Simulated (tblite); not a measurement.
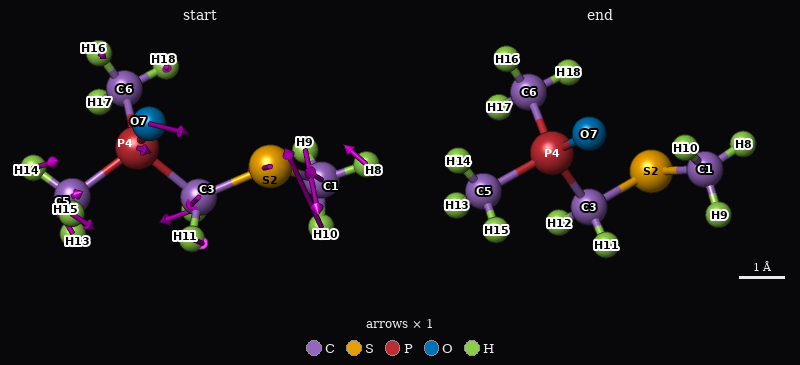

The structure of C$_{4}$H$_{11}$OPS before (left) and after (right) a relaxation, at one scale. The purple arrows give the displacements, at their true length.

The picture is a ball-and-stick view, seen at a tilt.

All numbers below come from tblite 0.8.0, GFN2-xTB geometry optimisation, gas phase. 

> What changed between the two?

The largest move after the best rigid fit is that of H10, 2.68 Å. By element the largest moves are H 2.68 Å, S 2.12 Å, O 1.02 Å, C 0.88 Å, P 0.38 Å. Near-neighbour distances that change, for instance: P4–O7 1.525 → 1.469 Å, P4–C6 1.784 → 1.827 Å, C1–H8 1.123 → 1.085 Å, C1–H9 1.118 → 1.087 Å. Among the angles between lasting bonds that change: C1–S2–C3 109.3° → 99.8°, C3–P4–C6 114.3° → 104.8°, C5–P4–O7 104.4° → 113.3°. Groups turn about S2–C3 by about 150°, P4–C5 by about 30°, C3–P4 by about 20°. After 255 geometry steps the energy has fallen by 19.5 kcal/mol.
